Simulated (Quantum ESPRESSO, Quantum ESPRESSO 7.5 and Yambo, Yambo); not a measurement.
## InP (F-43m): G0W0 on several meshes in Yambo

Aim: the GW shift of InP (F-43m) against the k mesh.

Method: PBE and many-body steps on it, plane waves, in Quantum ESPRESSO 7.5 and Yambo 5.3.0.

### Step 1. Set-up

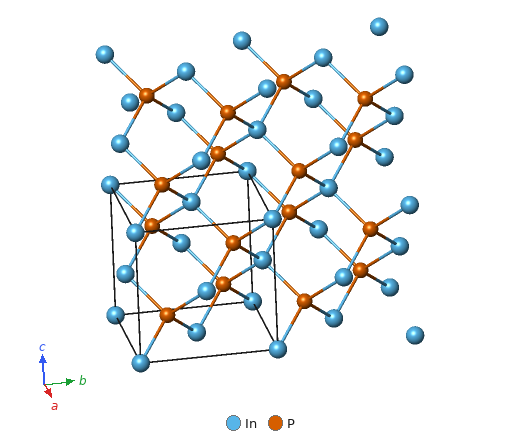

The starting structure, seen slightly off an axis (indium blue, phosphorus orange). 1×2×2 cells are drawn. This picture shows the conventional cell, with its axes. Bonds to atoms that aren't drawn are left out. Some periodic images of atoms are drawn too.

Structure file:

```cif
data_structure
_symmetry_space_group_name_H-M 'F-43m'
_symmetry_Int_Tables_number 216
_cell_length_a 5.8687
_cell_length_b 5.8687
_cell_length_c 5.8687
_cell_angle_alpha 90.000
_cell_angle_beta 90.000
_cell_angle_gamma 90.000
_cell_volume 202.13
loop_
_atom_site_label
_atom_site_type_symbol
_atom_site_symmetry_multiplicity
_atom_site_Wyckoff_symbol
_atom_site_fract_x
_atom_site_fract_y
_atom_site_fract_z
_atom_site_occupancy
In1 In 4 a 0.00000 0.00000 0.00000 1
P1 P 4 d 0.25000 0.25000 0.75000 1
```

The cell and positions come from the Crystallography Open Database and are kept as given unless a step says otherwise.

### Step 2. Empty states on the mesh, 2×2×2 mesh, 127 bands

This step: Quantum ESPRESSO 7.5; DFT, PBE, plane waves, norm-conserving pseudopotentials.

The sums over transitions need many empty states on a uniform mesh; this step solves for them.

Input file pw.in:

```
&control
  calculation = 'nscf'
  prefix = 'x'
  outdir = 'o'
  pseudo_dir = 'pseudo'
/
&system
  ibrav = 0
  nat = 2
  ntyp = 2
  ecutwfc = 80.0
  nbnd = 127
  force_symmorphic = .true.
/
&electrons
  conv_thr = 1e-9
  electron_maxstep = 80
  diago_full_acc = .true.
  diago_thr_init = 5e-6
/
ATOMIC_SPECIES
  In 114.82 In.upf
  P 30.974 P.upf
CELL_PARAMETERS angstrom
  -0.0000000000 2.9343500000 2.9343500000
  2.9343500000 -0.0000000000 2.9343500000
  2.9343500000 2.9343500000 -0.0000000000
ATOMIC_POSITIONS crystal
  In 0.0000000000 0.0000000000 0.0000000000
  P 0.2500000000 0.2500000000 0.2500000000
K_POINTS automatic
  2 2 2 0 0 0
```

The run is started by

```console
$ OMP_NUM_THREADS=1 mpirun -n 8 pw.x -nk 4 -in pw.in > pw.out
```

What it wrote:

```text
Program PWSCF v.7.5 starts

     This program is part of the open-source Quantum ESPRESSO suite
     for quantum simulation of materials; please cite
         "P. Giannozzi et al., J. Phys.:Condens. Matter 21 395502 (2009);
         "P. Giannozzi et al., J. Phys.:Condens. Matter 29 465901 (2017);
         "P. Giannozzi et al., J. Chem. Phys. 152 154105 (2020);
     in publications or presentations arising from this work. More details at

     Atomic positions and unit cell read from directory:
     o/x.save/

     Message from routine setup:
[...]
k =-0.7071 0.0000 0.0000 (  4136 PWs)   bands (ev):

[...]
64.6064  67.5375  67.5375  67.7102  68.3083  69.9516  70.3972  70.9974
     [... 4 further rows ...]
    90.2379  90.2379  90.9963  92.2264  93.6204  93.6204  93.6973  95.1788
    96.0330  96.0330  96.1079  96.1896  99.3018  99.3018 100.0342

     highest occupied, lowest unoccupied level (ev):     8.2604    8.9469

     XML data file, pseudopotentials, collected wavefunctions

=------------------------------------------------------------------------------=
   JOB DONE.
=------------------------------------------------------------------------------=
```

Run time: 2.2 s. Hardware: 8 MPI ranks of INTEL XEON PLATINUM 8581C at 2.30GHz (Emerald Rapids), shared host; peak memory 0.55 GiB; 16 s of CPU time.

This step gave:

- gap: 0.6864 eV
- k of the valence top: 0, 0, 0
- k of the conduction bottom: 0, 0, 0
- least direct gap: 0.6864 eV
- k points computed: 3
- lowest point of the top converged band, above the valence top: 90.6807 eV

On this mesh the gap is 0.686 eV.

The density comes from a self-consistent run that is not shown.

### Step 3. Conversion and set-up

This step: Yambo 5.3.0; conversion and set-up on PBE, plane waves, norm-conserving pseudopotentials.

The states are converted to the many-body program's format and the q mesh is built.

The run is started by

```console
$ (cd o/x.save; p2y > p2y.log; mv SAVE ../..); yambo > setup.log
```

What it wrote:

```text
 Yambo, version 5.3.0

 [02] CORE Variables Setup
 =========================

  [02.01] Unit cells
  ==================

  Cell kind             :  FCC
  Atoms in the cell     :  In  P
  number of In atoms    :  1
  number of P  atoms    :  1

  List of atomic masses
  Mass of In    :  114.8200
  Mass of P     :  30.97400

  List of atomic coordinates    : [cc]
  In1       :  0.000000  0.000000  0.000000  order 1
  P1       :  2.772559  2.772559  2.772559  order 2

  Alat factors          :  5.545118  5.545118  5.545118 [a.u.]
  Direct lattice volume :  341.0062 [a.u.]
[...]
0.000000  0.000000  0.000000  0.000000  0.000000  0.000000  0.000000  0.000000

 [03] Transferred momenta grid and indexing
 ==========================================

 IBZ Q-points                                      :  3
 BZ  Q-points                                      :   8

 K/Q-points units:
 rlu = crystal or reduced units; cc = cartesian coordinates; iku = interal k-units

 Q [1]          [rlu]:  0.000000  0.000000  0.000000
 Q [2]          [rlu]: -0.18451E-16 -0.18451E-16 -0.50000
 Q [3]          [rlu]: -0.40653E-17 -0.50000     -0.50000

  [03.01] X indexes
  =================

   [03.01.01] Sigma indexes
   ========================

 [06] Game Over & Game summary
```

Wall time 2.3 s (1 MPI rank); peak memory 0.25 GiB.

### Step 4. 2×2×2

Now the one-shot GW correction: screening in the RPA, then the self-energy of the levels asked for.

This step: G0W0 on PBE, plane waves, norm-conserving pseudopotentials.

Input file gw13.in:

```
HF_and_locXC
gw0
dyson
ppa
em1d
rim_cut
RandQpts= 1000000
RandGvec= 1 RL
EXXRLvcs= 80 Ry
VXCRLvcs= 320 Ry
Chimod= "HARTREE"
% BndsRnXp
 1 | 127 |
%
NGsBlkXp= 15.5 Ry
% LongDrXp
 1 | 1 | 1 |
%
% GbndRnge
 1 | 127 |
%
DysSolver= "n"
ExtendOut
PPAPntXp= 27.21138 eV
% QPkrange
 1 | 1 | 12 | 15 |
%
```

The run is started by

```console
$ OMP_NUM_THREADS=1 mpirun -n 8 yambo -F gw13.in -J gw13 -C gw13 > gw13.log
```

What it wrote:

```text
 Yambo, version 5.3.0

 [02] CORE Variables Setup
 =========================

  [... cell, symmetries and grids as in the set-up ...]

  [02.05] Energies & Occupations
  ==============================

  [X] === General ===
  [X] Electronic Temperature                        :  0.000000  0.000000 [eV K]
  [X] Bosonic    Temperature                        :  0.000000  0.000000 [eV K]
  [X] Finite Temperature mode                       : no
  [X] El. density                                   :  0.51453E+24 [cm-3]
  [X] Fermi Level                                   :  8.260446 [eV]

  [X] === Gaps and Widths ===
  [X] Conduction Band Min                           :  0.686429 [eV]
  [X] Valence Band Max                              :  0.000000 [eV]
  [X] Filled Bands                                  :  13
  [X] Empty Bands                                   :   14  127
  [X] Direct Gap                                    :  0.686429 [eV]
  [X] Direct Gap localized at k                     :  1
  [X] Indirect Gap                                  :  0.686429 [eV]
  [X] Indirect Gap between kpts                     :  1  1
  [X] Last valence band width                       :  2.306388 [eV]
  [X] 1st conduction band width                     :  1.080328 [eV]

 [03] Transferred momenta grid and indexing
 ==========================================

 IBZ Q-points                                      :  3
 BZ  Q-points                                      :   8

 K/Q-points units:
 rlu = crystal or reduced units; cc = cartesian coordinates; iku = interal k-units

 Q [1]          [rlu]:  0.000000  0.000000  0.000000
 Q [2]          [rlu]: -0.18451E-16 -0.18451E-16 -0.50000
 Q [3]          [rlu]: -0.40653E-17 -0.50000     -0.50000

 [04] Coloumb potential Random Integration (RIM)
 ===============================================

  [04.01] RIM initialization
  ==========================

  * Diagonal components only detected *

  8 x (sBL volume)        :  0.727407 [a.u.]
  sBZ random points       :  1000000
  Points outside the sBZ  :   7996195
  RL volume               :  0.727407 [a.u.]
  Integrated volume       :  0.727753 [a.u.]

  [04.02] RIM integrals
  =====================

  Gamma point sphere radius             :  0.163133 [a.u.]
  Points outside the sphere             :   799659
  [Int_sBZ(q=0) 1/q^2]*(Vol_sBZ)^(-1/3) =:  7.764404
                                 should be <:  7.795600

  Summary of Coulomb integrals for non-metallic bands |Q|[au] RIM/Bare

  Q [1] 0.100000E-4 0.995998 * Q [2] 0.490648 1.063913
  Q [3] 0.566551 1.063520

 [05] Dipoles
 ============

  [05.01] Setup: observables and procedures
  =========================================

 [06] Dynamic Dielectric Matrix (PPA)
 ====================================

 [SLK-Inversion]  Pools        :  2
 [SLK-Inversion]  BLACS grid   :  2  2

 [WR./gw13//ndb.pp]--------------------------------------------------------------
  Brillouin Zone Q/K grids (IBZ/BZ)                :   3   8   3   8
  RL vectors                                       :   4909 [WF]
  Coulomb cutoff potential                         : none
  Electronic Temperature                           :  0.000000 [K]
  Bosonic    Temperature                           :  0.000000 [K]
  PPA    diel. fun.  energies                      : Perdew, Burke & Ernzerhof(X)+Perdew, Burke & Ernzerhof(C)
  wavefunctions                                    : Perdew, Burke & Ernzerhof(X)+Perdew, Burke & Ernzerhof(C)
  Global Gauge                                     : length
  X matrix size                                    :   387
  X band range                                     :    1  127
  X e/h energy range                               : -1.000000 -1.000000 [eV]
  X Time ordering                                  : R
  X Hxc Kernel                                     : HARTREE
  X Drude frequency                                :  0.000000  0.000000
  X poles                                          :  100.0000 [o/o]
  RL vectors in the sum                            :   4909
  [r,Vnl] included                                 : yes
  Field direction                                  :  0.577350E-5  0.577350E-5  0.577350E-5
  BZ energy Double Grid                            : no
  BZ energy DbGd points                            : 0
  BZ Q point size factor                           : -1.000000
  X Optical Averaged directions                    : none

 [07] Local Exchange-Correlation + Non-Local Fock
 ================================================

 [VXC] Plane waves :   33079
 [EXS] Plane waves :   4279

 QP @ state[ 1 ] K range:  1  1
 QP @ state[ 1 ] b range:  12  15

 [xc] Functional : Perdew, Burke & Ernzerhof(X)+Perdew, Burke & Ernzerhof(C)
 [xc] LIBXC used to calculate xc functional
  PP Number of Atomic Species                      :  2
  NLCC RL compoments                               :   33079
  PP Number of Atomic Species                      :  2
  NLCC RL compoments                               :   33079

 [xc] E_xc :  -18.22306 [Ha]
      E_xc :  -36.44611 [Ry]

  Local XC kind (lXC) : Perdew, Burke & Ernzerhof(X)+Perdew, Burke & Ernzerhof(C)
  Non-Local XC kind (nlXC) : Hartree-Fock

  Corrections @ K [1] :  [eV]
 <12|nlXC|12> = -15.42131 -0.31587E-17 <12|lXC|12> = -13.03715  0.000000
 <13|nlXC|13> = -15.42131 -0.30522E-16 <13|lXC|13> = -13.03715  0.000000
 <14|nlXC|14> = -6.751687 -0.10337E-17 <14|lXC|14> = -11.64460  0.000000
 <15|nlXC|15> = -5.853303  0.84714E-18 <15|lXC|15> = -10.69752  0.000000

 [08] Dyson equation: Newton solver
 ==================================

  [08.01] G0W0 (W PPA)
  ====================

  [  GW  ] Bands range     :    1  127
  [GW/PPA] G damping       :  0.100000 [eV]

  QP @ state[ 1 ] K range:  1  1
  QP @ state[ 1 ] b range:  12  15

   Sc/G bands                                       :    1  127
   Sc/G damping                                     :  0.100000 ev
   Sc bands terminator                              : no
   Sx RL components                                 :   4279

   QP @ state[ 1 ] K range                          :  1  1
   QP @ state[ 1 ] b range                          :  12  15
   GF energies kind                                 : Perdew, Burke & Ernzerhof(X)+Perdew, Burke & Ernzerhof(C)
   GF WF`s kind                                     : Perdew, Burke & Ernzerhof(X)+Perdew, Burke & Ernzerhof(C)
   Xs energies kind                                 : Perdew, Burke & Ernzerhof(X)+Perdew, Burke & Ernzerhof(C)
   Xs WF`s kind                                     : Perdew, Burke & Ernzerhof(X)+Perdew, Burke & Ernzerhof(C)

 [11] Game Over & Game summary
```

The job ended after 7.3 s (8 MPI ranks; peak memory 2.6 GiB; 49 s of CPU time).

Numbers from this step:

```
G0W0 gap on the points computed              : 1.409 eV
starting gap on the mesh                     : 0.6864 eV
k of the valence top                         : 0, 0, 0
k of the conduction bottom                   : 0, 0, 0
least direct G0W0 gap on the computed points : 1.409 eV
Z at the valence top                         : 0.7896
Z at the conduction bottom                   : 0.8018
```

The gap on the mesh goes from 0.69 eV to 1.41 eV, a correction of +0.72 eV.

### Step 5. Empty states on the mesh, 6×6×6 mesh, 127 bands

This step: Quantum ESPRESSO 7.5; DFT, PBE, plane waves, norm-conserving pseudopotentials.

pw.in: that of step 2 with these lines changed.

```diff
@@ -31,2 +31,2 @@
 K_POINTS automatic
-  2 2 2 0 0 0
+  6 6 6 0 0 0
```

The run is started by

```console
$ OMP_NUM_THREADS=1 mpirun -n 8 pw.x -nk 4 -in pw.in > pw.out
```

What it wrote:

```text
[banner, memory and clock lines left out]
Program PWSCF v.7.5 starts

     Atomic positions and unit cell read from directory:
     o/x.save/

     Message from routine setup:
     using ibrav=0 with symmetry is DISCOURAGED, use correct ibrav instead

     bravais-lattice index     =            0
     lattice parameter (alat)  =       7.8420  a.u.
     unit-cell volume          =     341.0062 (a.u.)^3
     number of atoms/cell      =            2
     number of atomic types    =            2
     number of electrons       =        26.00
[...]
[... 4 further rows ...]
[...]
95.1797  95.2058  96.1372  96.1372  96.2120  97.5815  97.8065

          k = 0.2357 0.2357-0.2357 (  4128 PWs)   bands (ev):

[...]
65.4082  65.4082  66.8784  67.6953  69.3310  69.3310  70.2826  70.8327
     [... 4 further rows ...]
    90.9526  92.3249  93.4732  93.4732  93.9463  93.9463  94.2439  95.0513
    95.6708  95.6708  97.1118  97.1118  97.1938  98.6059  98.6059

          k =-0.3536-0.3536 0.3536 (  4140 PWs)   bands (ev):

     [... further k-points ...]

     highest occupied, lowest unoccupied level (ev):     8.2604    8.9469

     XML data file, pseudopotentials, collected wavefunctions
```

Elapsed: 5.8 s, on 8 MPI ranks; peak memory 0.61 GiB; 45 s of CPU time.

Numbers from this step:

```yaml
gap: 0.6864 eV
k_of_the_valence_top: 0, 0, 0
k_of_the_conduction_bottom: 0, 0, 0
least_direct_gap: 0.6864 eV
k_points_computed: 16
lowest_point_of_the_top_converged_band_above_the_valence_top: 89.5460 eV
```

On this mesh the gap is 0.686 eV.

(Continued in part 2 of 2.)

[Paths, hosts, dates, memory and timing lines, banners, echoed tables and standing remarks are left out of the program output.]

[Logs are printed without paths, hosts, clocks, repeated set-up lines and the standing remarks that a program may print on its own settings, such as how far it seeks lower states.]

[Runs of the session that timed out or met a known fault of the program may be left out.]

[Hosts, paths, dates, database ids (printed as entryN), source tags and the programs' standing remarks are cut or masked in the printed files.]
